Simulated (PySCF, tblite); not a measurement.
**C₄H₁₁BO₂Si: geometry, infrared bands and NMR shifts**

Wanted: the infrared bands and NMR shifts of C₄H₁₁BO₂Si (`C[O+]1[BH2-]C[C@@H](C=O)[SiH2]1`), by calculation.

Computed with tblite 0.8.0 and PySCF 2.14.0, with density-fitted response routines of our own, on a single molecule in the gas phase. Atoms are numbered from 0 throughout.

### 1 Starting geometry

19 atoms, charge 0, multiplicity 1; geometry from: force field or distance geometry start.

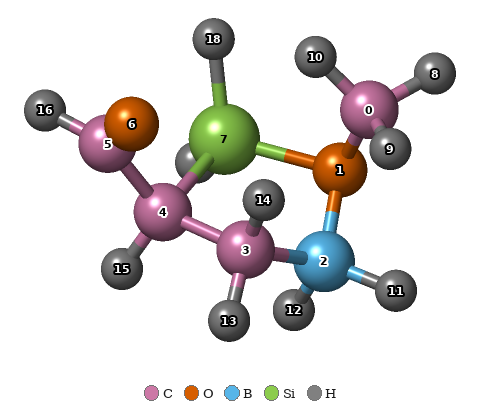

As it starts; carbon pink, oxygen orange, boron blue, silicon green, hydrogen grey, atoms numbered.

### 2 Optimising the geometry with GFN2-xTB

Job settings and geometry (Å):

```
{"job": {"kind": "relax", "xc": "GFN2-xTB", "basis": "xTB"}, "charge": 0, "multiplicity": 1}
C     -1.760700     0.660800     0.228200
O     -1.278600    -0.629100     0.431700
B     -0.883100    -1.149600    -0.871200
C      0.248400    -0.194200    -1.456700
C      1.330500    -0.267500    -0.398600
C      2.026300     1.039400    -0.243600
O      1.694700     1.994400    -0.921200
Si     0.294400    -0.447900     1.159800
H     -2.760200     0.757200     0.719300
H     -1.961000     0.859000    -0.848900
H     -1.079600     1.422000     0.641000
H     -1.837200    -1.235400    -1.562800
H     -0.402800    -2.220400    -0.658800
H      0.612400    -0.668700    -2.388700
H     -0.062200     0.855100    -1.600400
H      1.989100    -1.114100    -0.573600
H      2.843200     1.140100     0.488500
H      0.687100    -1.589600     1.966700
H      0.289500     0.797700     1.927200
```

The run is started by

```console
> OMP_NUM_THREADS=1 python probes_run.py task.json out
```

The driver reads the jobs from task.json and runs them one after another.

What it wrote:

```text
step      E/eV     max force
  0    -686.66843    2.950
  1    -687.00639    1.702
  2    -687.22290    1.938
  3    -687.37291    1.062
  4    -687.47920    0.891
  5    -687.55440    0.605
  6    -687.60758    0.452
  7    -687.65619    0.487
  8    -687.69050    0.407
  9    -687.71411    0.414
 10    -687.73462    0.367
 11    -687.75361    0.360
 12    -687.76948    0.253
 13    -687.78400    0.308
 14    -687.79703    0.248
 15    -687.80965    0.293
 16    -687.82210    0.258
 17    -687.83282    0.228
 18    -687.84202    0.225
 19    -687.85029    0.169
 20    -687.85759    0.196
 21    -687.86539    0.238
 22    -687.87405    0.221
 23    -687.88159    0.190
 24    -687.88684    0.173
 25    -687.89034    0.131
 26    -687.89304    0.111
 27    -687.89546    0.110
 28    -687.89792    0.120
 29    -687.90087    0.156
 30    -687.90451    0.159
 31    -687.90854    0.132
 32    -687.91239    0.147
 33    -687.91587    0.148
 34    -687.91916    0.128
 35    -687.92236    0.132
 36    -687.92530    0.119
 37    -687.92797    0.133
 38    -687.93066    0.128
 39    -687.93366    0.111
 40    -687.93686    0.114
 41    -687.93976    0.127
 42    -687.94186    0.192
 43    -687.94365    0.199
 44    -687.94579    0.107
 45    -687.94913    0.079
 46    -687.95144    0.116
 47    -687.95407    0.119
 48    -687.95595    0.105
 49    -687.95884    0.128
 50    -687.96232    0.168
 51    -687.96402    0.358
 52    -687.96875    0.149
 53    -687.97172    0.127
 54    -687.97641    0.179
 55    -687.98009    0.149
 56    -687.98675    0.198
 57    -687.99266    0.266
 58    -687.99769    0.274
 59    -688.00374    0.146
 60    -688.00931    0.119
 61    -688.01560    0.151
 62    -688.01942    0.198
 63    -688.02467    0.180
 64    -688.02988    0.185
 65    -688.03528    0.161
 66    -688.04011    0.157
 67    -688.04506    0.139
 68    -688.04802    0.147
 69    -688.05307    0.219
 70    -688.05884    0.213
 71    -688.06550    0.258
 72    -688.07127    0.268
 73    -688.07783    0.258
 74    -688.08515    0.188
 75    -688.09400    0.175
 76    -688.10327    0.220
 77    -688.11413    0.207
 78    -688.12086    0.362
 79    -688.12191    0.665
 80    -688.13264    0.148
 81    -688.13587    0.165
 82    -688.14233    0.171
 83    -688.14493    0.153
 84    -688.14959    0.160
 85    -688.15339    0.169
 86    -688.15729    0.139
 87    -688.16088    0.160
 88    -688.16395    0.122
 89    -688.16688    0.113
 90    -688.16972    0.176
 91    -688.17257    0.178
 92    -688.17567    0.269
 93    -688.17977    0.216
 94    -688.18481    0.267
 95    -688.19092    0.166
 96    -688.19456    0.237
 97    -688.19791    0.149
 98    -688.20037    0.402
 99    -688.20402    0.195
100    -688.21066    0.142
101    -688.21633    0.180
102    -688.22213    0.199
103    -688.22341    0.585
104    -688.22899    0.147
105    -688.23191    0.151
106    -688.23992    0.188
107    -688.24483    0.274
108    -688.24897    0.151
109    -688.25122    0.102
110    -688.25264    0.191
111    -688.25408    0.142
112    -688.25563    0.106
113    -688.25769    0.065
114    -688.25833    0.054
115    -688.25882    0.047
116    -688.25904    0.041
117    -688.25924    0.025
118    -688.25942    0.027
119    -688.25963    0.029
120    -688.25984    0.034
121    -688.26008    0.037
122    -688.26038    0.030
123    -688.26074    0.038
124    -688.26110    0.037
125    -688.26137    0.031
126    -688.26153    0.033
127    -688.26163    0.029
128    -688.26171    0.019
129    -688.26178    0.022
130    -688.26183    0.019
131    -688.26188    0.015
132    -688.26193    0.016
133    -688.26197    0.018
134    -688.26201    0.016
135    -688.26205    0.014
136    -688.26207    0.012
137    -688.26209    0.010
138    -688.26210    0.009
```

It took 1.1 s on 1 thread of Arm Neoverse V1, shared host; peak memory 0.18 GiB.

Step by step: (not every step is listed)

| step | energy from step 0 (eV) | largest force (eV/Å) |
| --- | --- | --- |
| 0 | 0.0000 | 2.9498 |
| 1 | -0.3380 | 1.7023 |
| 2 | -0.5545 | 1.9384 |
| 3 | -0.7045 | 1.0618 |
| 4 | -0.8108 | 0.8908 |
| 5 | -0.8860 | 0.6051 |
| 6 | -0.9392 | 0.4517 |
| 7 | -0.9878 | 0.4872 |
| 8 | -1.0221 | 0.4066 |
| 20 | -1.1892 | 0.1961 |
| 32 | -1.2440 | 0.1471 |
| 44 | -1.2774 | 0.1068 |
| 56 | -1.3183 | 0.1976 |
| 68 | -1.3796 | 0.1472 |
| 80 | -1.4642 | 0.1477 |
| 92 | -1.5072 | 0.2690 |
| 104 | -1.5606 | 0.1469 |
| 116 | -1.5906 | 0.0411 |
| 128 | -1.5933 | 0.0194 |
| 133 | -1.5935 | 0.0175 |
| 134 | -1.5936 | 0.0160 |
| 135 | -1.5936 | 0.0140 |
| 136 | -1.5936 | 0.0119 |
| 137 | -1.5937 | 0.0105 |
| 138 | -1.5937 | 0.0094 |

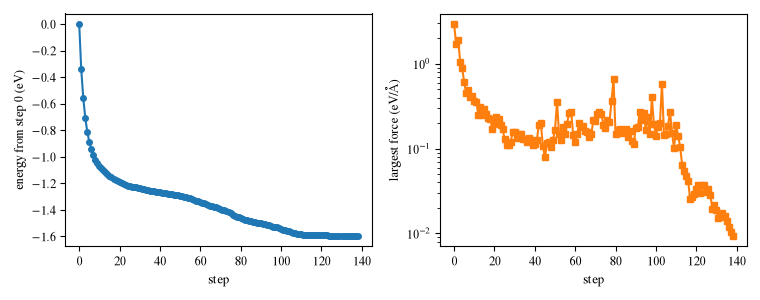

Energy and largest force along the relaxation.

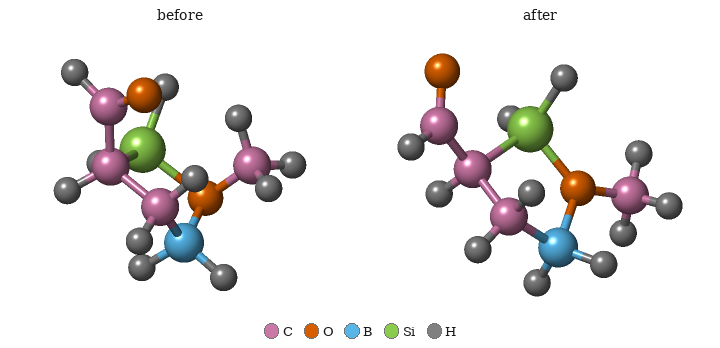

Before and after, at one scale.

Close pairs (by a distance rule), those that changed most:

| bond | before (Å) | after (Å) | change (Å) |
| --- | --- | --- | --- |
| O1–B2 | 1.458 | 1.645 | +0.187 |
| O1–Si7 | 1.743 | 1.671 | -0.072 |
| B2–C3 | 1.592 | 1.626 | +0.033 |
| C3–C4 | 1.515 | 1.544 | +0.029 |
| C0–H8 | 1.118 | 1.092 | -0.026 |
| C0–H9 | 1.113 | 1.091 | -0.022 |
| C3–H13 | 1.107 | 1.091 | -0.017 |
| Si7–H17 | 1.452 | 1.465 | +0.013 |

The end geometry stands in the next job.

### 3 Infrared spectrum with GFN2-xTB

Job settings and geometry (Å):

```
{"job": {"kind": "ir", "xc": "GFN2-xTB", "basis": "xTB"}, "charge": 0, "multiplicity": 1}
C     -2.416495     0.036991     0.679849
O     -1.098888     0.008991     0.203345
B     -0.858698    -0.764897    -1.228229
C      0.646073    -0.269252    -1.593162
C      1.442755    -0.204436    -0.271608
C      2.686989     0.590854    -0.402271
O      2.991312     1.493404     0.336172
Si     0.265021     0.529318     1.016223
H     -2.778019    -0.984629     0.815069
H     -3.054600     0.537859    -0.050304
H     -2.460905     0.567334     1.630137
H     -1.707885    -0.360826    -1.953766
H     -0.947621    -1.922925    -0.970483
H      1.149130    -0.928653    -2.301686
H      0.635771     0.727567    -2.040075
H      1.727827    -1.228327    -0.005954
H      3.330921     0.322816    -1.262977
H      0.286078    -0.123420     2.327989
H      0.151430     1.981482     1.109763
```

What it wrote:

```text
mode    cm-1     km/mol
  1      35.0      8.42
  2      52.3      0.42
  3      77.3      3.80
  4     122.2     12.97
  5     150.5      3.37
  6     184.6      0.94
  7     264.6      1.35
  8     313.0      5.28
  9     319.2      2.55
 10     383.7     17.80
 11     475.0     19.84
 12     506.6     37.32
 13     574.9     59.12
 14     602.7     72.17
 15     675.0    118.85
 16     691.8     25.84
 17     747.3     52.77
 18     752.6    270.23
 19     795.2    114.25
 20     855.2     16.38
 21     877.8     13.25
 22     896.0     10.25
 23     954.6     15.01
 24    1047.2     41.48
 25    1054.4    108.53
 26    1064.3      7.61
 27    1088.0     52.03
 28    1100.2    104.34
 29    1126.8      0.88
 30    1171.4     81.41
 31    1181.1     26.95
 32    1230.2     23.13
 33    1236.2    104.58
 34    1278.2      7.14
 35    1361.5     29.38
 36    1411.7      1.69
 37    1462.3      2.79
 38    1484.4      8.80
 39    1507.7      4.18
 40    1751.3    362.27
 41    2255.3    339.30
 42    2314.7    164.56
 43    2466.3    231.17
 44    2487.4    207.91
 45    2761.4    143.48
 46    2909.2     12.27
 47    2966.7     71.61
 48    2975.8     17.61
 49    2991.5     54.98
 50    2991.6     18.58
 51    3010.0     28.16
```

It took 0.73 s on 1 thread of Arm Neoverse V1, shared host; peak memory 0.18 GiB.

The strongest bands and the atoms that carry them (share of the mass-weighted mode):

| cm⁻¹ | km/mol | atoms |
| --- | --- | --- |
| 675 | 118.8 | Si7 33 %, O1 25 % |
| 753 | 270.2 | H18 22 %, H17 21 %, Si7 17 %, O1 15 % |
| 1751 | 362.3 | C5 60 %, O6 39 % |
| 2255 | 339.3 | H17 92 % |
| 2315 | 164.6 | H18 92 % |
| 2466 | 231.2 | H12 87 % |
| 2487 | 207.9 | H11 88 % |
| 2761 | 143.5 | H16 94 % |

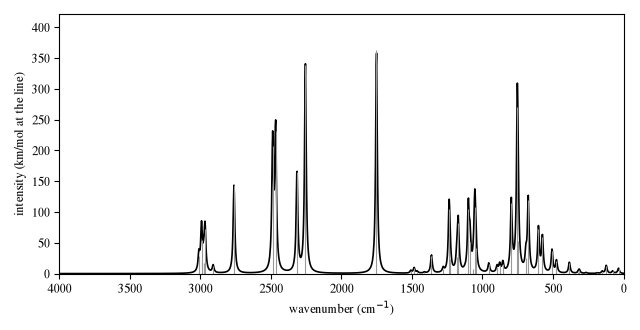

The infrared spectrum from these modes, unscaled. Lines are broadened to a width of 14 cm⁻¹ (Lorentzian).

### 4 Nuclear shieldings: PBE0/pcSseg-1

The job, as its differences from that of step 3:

```diff
@@ -1,2 +1,2 @@
-{"job": {"kind": "ir", "xc": "GFN2-xTB", "basis": "xTB"}, "charge": 0, "multiplicity": 1}
+{"job": {"kind": "nmr", "xc": "PBE0", "basis": "pcSseg-1"}, "charge": 0, "multiplicity": 1}
 C     -2.416495     0.036991     0.679849
```

With the program's defaults for keys left out, this is: GIAO PBE0/pcSseg-1 NMR shielding, non-relativistic, gas phase.

What it wrote:

```text
coarse grid: 16048 points
cycle   1  E = -623.0553453635  dE =  1.091e+00  |g| = 8.740e-01  |ddm| = 3.805e+00
cycle   2  E = -622.7092605161  dE =  3.461e-01  |g| = 1.609e+00  |ddm| = 2.128e+00
cycle   3  E = -623.2020644141  dE = -4.928e-01  |g| = 2.150e-01  |ddm| = 1.569e+00
cycle   4  E = -623.2112785388  dE = -9.214e-03  |g| = 8.426e-02  |ddm| = 2.506e-01
cycle   5  E = -623.2126939377  dE = -1.415e-03  |g| = 2.225e-02  |ddm| = 8.505e-02
cycle   6  E = -623.2127896629  dE = -9.573e-05  |g| = 6.410e-03  |ddm| = 2.204e-02
cycle   7  E = -623.2127967008  dE = -7.038e-06  |g| = 1.873e-03  |ddm| = 5.282e-03
final grid: 149480 points
cycle   8  E = -623.2791864691  dE = -2.236e-05  |g| = 1.657e-02  |ddm| = 3.160e-02
cycle   9  E = -623.2790768556  dE =  1.096e-04  |g| = 2.931e-02  |ddm| = 3.151e-02
cycle  10  E = -623.2792365312  dE = -1.597e-04  |g| = 3.621e-03  |ddm| = 2.207e-02
cycle  11  E = -623.2792390154  dE = -2.484e-06  |g| = 4.390e-04  |ddm| = 2.513e-03
cycle  12  E = -623.2792390489  dE = -3.345e-08  |g| = 1.654e-04  |ddm| = 5.265e-04
cycle  13  E = -623.2792390547  dE = -5.808e-09  |g| = 4.231e-05  |ddm| = 1.850e-04
cycle  14  E = -623.2792390551  dE = -3.988e-10  |g| = 1.078e-05  |ddm| = 4.568e-05
converged SCF energy = -623.2792390551

GIAO shielding tensors (ppm)
atom      isotropic    diamagn.    paramagn.     s11        s22        s33       span
  0 C      129.692     240.989    -111.296     98.374    103.695    187.008     88.635
  1 O      342.616     405.590     -62.974    310.066    348.154    369.628     59.561
  2 B       95.100     186.857     -91.757     63.549     85.645    136.107     72.558
  3 C      169.729     251.802     -82.072    153.785    168.870    186.533     32.749
  4 C      133.441     259.363    -125.923     96.614    125.519    178.190     81.576
  5 C      -24.986     246.360    -271.346   -118.113    -45.262     88.418    206.531
  6 O     -337.693     401.232    -738.925   -884.123   -428.804    299.848   1183.971
  7 Si     342.847     882.787    -539.940    277.296    340.963    410.281    132.984
  8 H       27.858      27.831       0.027     24.041     25.138     34.396     10.355
  9 H       27.729      27.870      -0.140     23.716     25.274     34.197     10.482
 10 H       28.191      28.176       0.015     23.238     26.134     35.202     11.964
 11 H       28.254      31.187      -2.932     24.573     28.481     31.709      7.136
 12 H       28.378      31.676      -3.298     24.250     28.153     32.733      8.483
 13 H       30.347      31.824      -1.477     25.734     27.557     37.751     12.016
 14 H       30.622      33.338      -2.716     27.593     28.120     36.154      8.561
 15 H       28.601      33.423      -4.821     25.470     27.831     32.503      7.033
 16 H       21.720      26.825      -5.105     18.887     20.369     25.903      7.016
 17 H       26.665      31.096      -4.431     23.354     25.094     31.547      8.193
 18 H       26.648      31.250      -4.602     22.796     25.073     32.076      9.280
```

It took 48 s on 1 thread of Arm Neoverse V1, shared host; peak memory 0.83 GiB.

The references, computed at this level on geometries of the same kind, shield at (ppm): ¹H TMS 31.72, ¹³C TMS 186.9, ²⁹Si TMS 349.2, ¹⁷O H2O 336.1, ¹¹B BF3·OEt2 100.1. Their shielding less the atom's gives the shift. The references are single molecules in the gas phase, so shifts against H2O, NH3, PH3, H3PO4 or CFCl3 are not on the usual liquid scales and can be off by tens of ppm. Atoms listed in one row are averaged.

| atoms | environment | σ (ppm) | δ (ppm) | δ scaled to CDCl3 |
| --- | --- | --- | --- | --- |
| C5 | aldehyde carbonyl carbon | -25.0 | 211.9 | 204.9 |
| C0 | methyl carbon bonded to O | 129.7 | 57.2 | 53.9 |
| C4 | sp3 CH bonded to Si, α to a carbonyl | 133.4 | 53.5 | 50.3 |
| C3 | sp3 CH2 bonded to B | 169.7 | 17.2 | 14.9 |
| H16 | hydrogen on an aldehyde carbonyl carbon | 21.72 | 10.00 | 9.53 |
| H18 | hydrogen on a silicon bonded to C, O, in a 5-membered ring | 26.65 | 5.07 | – |
| H17 | hydrogen on a silicon bonded to C, O, in a 5-membered ring | 26.66 | 5.05 | – |
| H8, H9, H10 | hydrogen on a methyl carbon bonded to O | 27.93 | 3.79 | 3.68 |
| H11 | hydrogen on a boron bonded to C, O, in a 5-membered ring | 28.25 | 3.46 | – |
| H12 | hydrogen on a boron bonded to C, O, in a 5-membered ring | 28.38 | 3.34 | – |
| H15 | hydrogen on an sp3 CH bonded to Si, α to a carbonyl | 28.60 | 3.12 | 3.04 |
| H13 | hydrogen on an sp3 CH2 bonded to B | 30.35 | 1.37 | 1.40 |
| H14 | hydrogen on an sp3 CH2 bonded to B | 30.62 | 1.09 | 1.14 |
| O6 | aldehyde oxygen | -337.7 | 673.8 | – |
| O1 | donor oxygen of a Lewis adduct | 342.6 | -6.5 | – |
| B2 | boron bonded to C, O, 2 H, in a 5-membered ring | 95.1 | 5.0 | – |
| Si7 | silicon bonded to C, O, 2 H, in a 5-membered ring | 342.8 | 6.3 | – |

The scaled column applies a straight-line fit of computed shieldings to shifts measured in CDCl3 (root-mean-square error 0.16 ppm for H, 1.9 ppm for C).

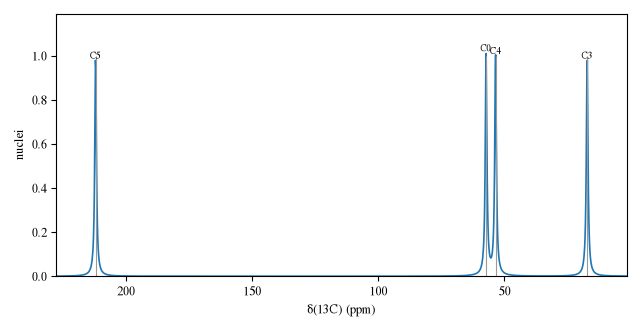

¹³C lines at the computed shifts, without couplings. Lines are broadened to a width of 0.78 ppm (Lorentzian).

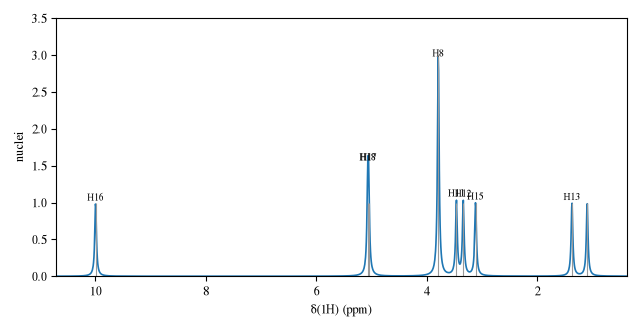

¹H lines at the computed shifts, without couplings. Lines are broadened to a width of 0.04 ppm (Lorentzian).

Charges from the same density, by scheme (e):

| atoms | Mulliken | IAO | Hirshfeld | ESP fit |
| --- | --- | --- | --- | --- |
| C0 | 0.01 | -0.20 | -0.01 | -0.37 |
| O1 | -0.70 | -0.43 | -0.07 | -0.09 |
| B2 | 0.24 | -0.13 | 0.00 | 0.19 |
| C3 | -0.38 | -0.38 | -0.14 | -0.26 |
| C4 | -0.63 | -0.43 | -0.12 | -0.01 |
| C5 | 0.33 | 0.27 | 0.13 | 0.37 |
| O6 | -0.37 | -0.40 | -0.23 | -0.45 |
| Si7 | 0.86 | 0.97 | 0.43 | 0.47 |

IAO charges:

C0 -0.20; O1 -0.43; B2 -0.13; C3 -0.38; C4 -0.43; C5 0.27; O6 -0.40; Si7 0.97; H8 0.16; H9 0.17; H10 0.15; H11 -0.02; H12 -0.03; H13 0.14; H14 0.12; H15 0.17; H16 0.11; H17 -0.13; H18 -0.12

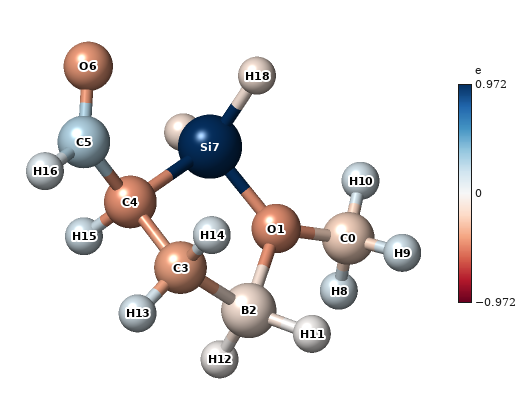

IAO charges, as colours on the atoms.

Mayer bond orders: C0–O1 0.83, O1–B2 0.41, B2–C3 0.90, C3–C4 0.98, C4–C5 0.98, C5–O6 1.99, C4–Si7 0.89, Si7–O1 0.73.

Ring of atoms O1, B2, C3, C4, Si7: NICS(0) -6.5, NICS(1) -3.0, NICS(1)zz -0.4 ppm (means of both faces).

Orbitals, density, ELF and potential are computed afterwards from the orbital file.

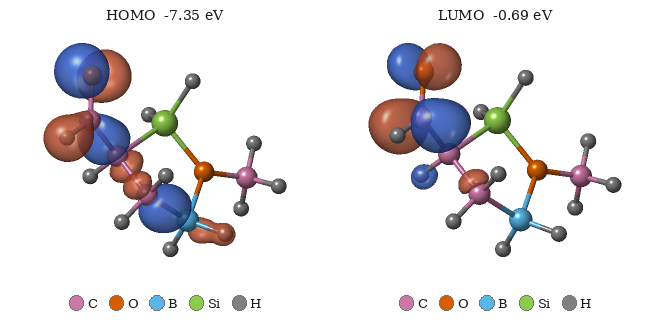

PBE0/pcSseg-1 orbitals near the gap, drawn at the value that encloses 70 % of each; the two colours are the two signs.

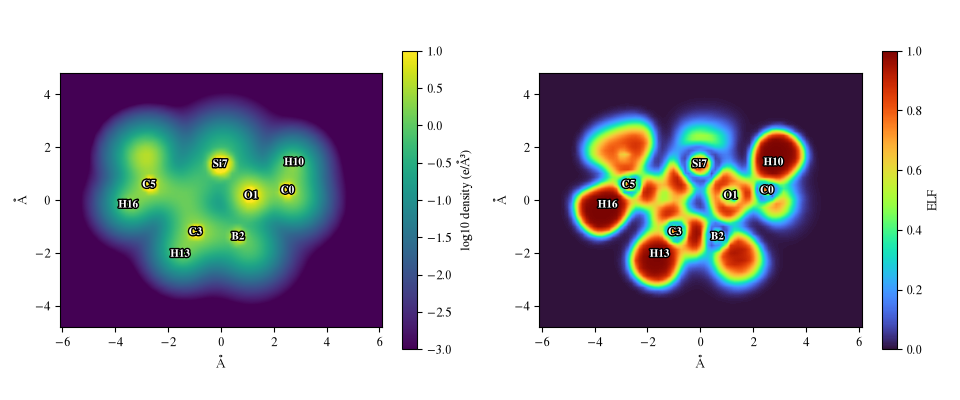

Density (left) and ELF (right) in a plane through or near 9 of the atoms.

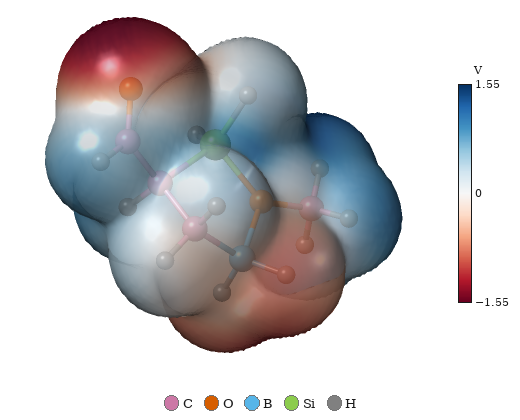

The potential that a unit positive charge feels on the 0.002 e/bohr³ surface, from -1.52 V near O6 to 1.55 V near H10.

### 5 Summary of results

| quantity | value |
| --- | --- |
| strongest single infrared mode (GFN2-xTB) | 1751 cm⁻¹, 362 km/mol |
| zero-point energy (GFN2-xTB) | 90.1 kcal/mol |
| ¹³C shifts against TMS (PBE0/pcSseg-1) | 211.9, 57.2, 53.5, 17.2 ppm |
| ¹H shifts against TMS (PBE0/pcSseg-1, means over atoms taken as alike) | 10.00, 5.07, 5.05, 3.79, 3.46, 3.34, 3.12, 1.37, 1.09 ppm |
| ¹⁷O shifts against H2O (PBE0/pcSseg-1) | 673.8, -6.5 ppm |
| ¹¹B shifts against BF3·OEt2 (PBE0/pcSseg-1) | 5.0 ppm |
| ²⁹Si shifts against TMS (PBE0/pcSseg-1) | 6.3 ppm |
| surface potential, least and greatest | -1.52 V and 1.55 V |

Relaxing lowered the energy by 1.594 eV in 138 steps; the close pair that moved most is O1–B2, from 1.458 to 1.645 Å. All 51 modes are real, so the xTB geometry is a minimum. The strongest single mode, at 1751 cm⁻¹, moves mainly C5 and O6. GFN2-xTB is a fitted tight-binding method: band positions and strengths are rough. Its intensities can rank the bands wrongly. The most deshielded carbon is C5 (aldehyde carbonyl carbon), at 211.9 ppm: low-lying n→π* states of the double bond to the heteroatom give a large paramagnetic term (-271 ppm). The most deshielded hydrogen is H16 (hydrogen on an aldehyde carbonyl carbon), at 10.00 ppm: the C=O anisotropy and electron withdrawal place aldehyde protons far downfield. At PBE0/pcSseg-1: The widest tensor belongs to O6: span 1184 ppm, with a paramagnetic part of -739 ppm. By nearest atom (PBE0/pcSseg-1), the HOMO sits on O6 46 %; H16 11 % and the LUMO on C5 43 %; O6 31 %.
